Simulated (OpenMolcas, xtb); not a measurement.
# How methods differ on BH2S (SMILES [BH]S)

BH2S has 4 atoms, charge 0, and is taken as a doublet. As SMILES, `[BH]S`. The shape is that of a GFN2-xTB optimisation.

```jsonl
{"atom": "B", "x (Å)": "0.3860", "y (Å)": "-0.3480", "z (Å)": "0.7801"}
{"atom": "S", "x (Å)": "-0.0384", "y (Å)": "1.1098", "z (Å)": "-0.0310"}
{"atom": "H", "x (Å)": "0.2474", "y (Å)": "-1.4486", "z (Å)": "0.4427"}
{"atom": "H", "x (Å)": "-0.5949", "y (Å)": "0.6868", "z (Å)": "-1.1918"}
```

Quantity: the dipole moment, in D. The values are calculated.

| level | kind | program | value (D) |
| --- | --- | --- | --- |
| GFN0-xTB | semi-empirical | xtb | 1.20 |
| ROHF/STO-3G | Hartree–Fock | OpenMolcas | 0.74 |
| USVWN5/STO-3G | LDA | OpenMolcas | 1.39 |
| UPBE/STO-3G | GGA | OpenMolcas | 1.25 |
| U-r2SCAN/STO-3G | meta-GGA | OpenMolcas | 1.14 |
| UPBE0/STO-3G | global hybrid | OpenMolcas | 1.14 |

The values span 0.74 to 1.39 D. All rows use very small basis sets, so even the best lies far from the true value. Magnitudes only: a small dipole may point the other way at some levels. Sets without polarisation functions give poor dipoles.

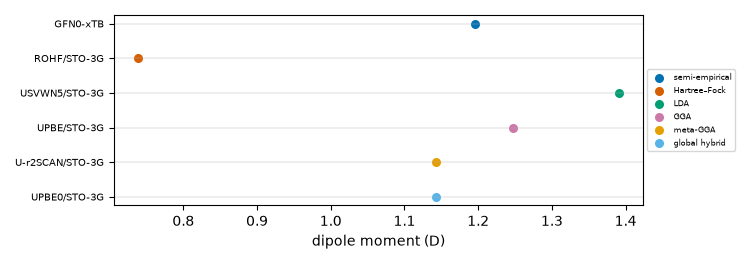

The values of the table, level by level.
